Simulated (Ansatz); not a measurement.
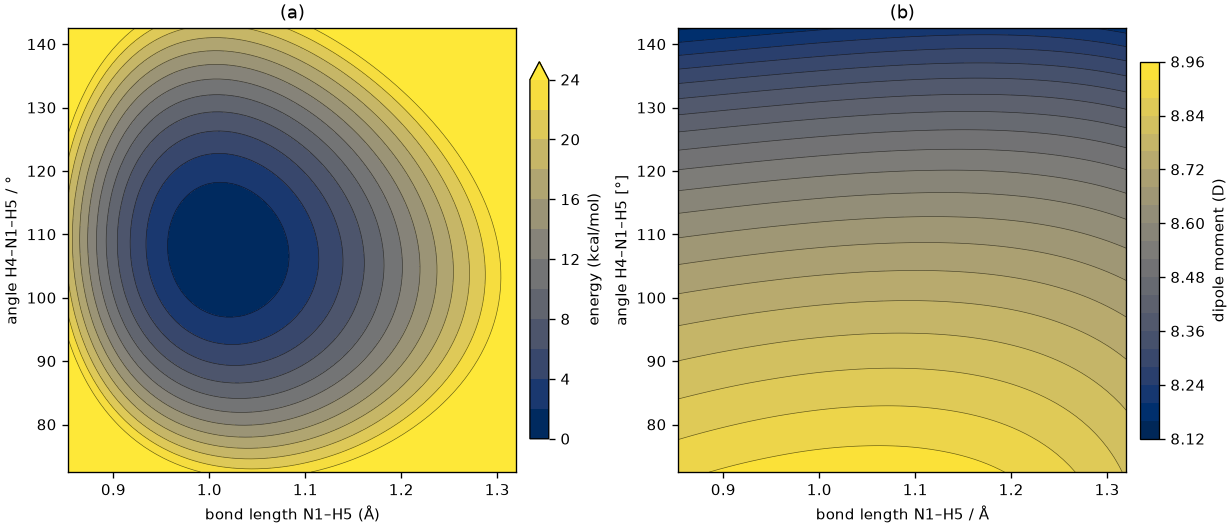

CuFH₃N, SMILES [NH3+][Cu-][F]. First axis: bond length N1–H5. Second axis: angle H4–N1–H5. Nothing is relaxed (all other coordinates rigid). Grid: 15 × 15 points. Points are written as (first, second). Energies are in kcal/mol, from the relaxed molecule at the same level. Theory: Ansatz, RKS PBE0-D4/def2-TZVP.

Panel (a) is the energy; panel (b) is the computed dipole moment, in D.

Drawn: filled contours, one colour for all values above the top of the scale. Between grid points the surface is interpolated.

> How does the dipole moment vary over the map, and what is it at the lowest grid point?

Leaving out the highest fifth of the energies, it runs from 8.17 D at (0.920 Å, 142.5°) to 8.95 D at (1.053 Å, 72.5°). At the lowest grid point, (1.020 Å, 107.5°), it is 8.69 D.
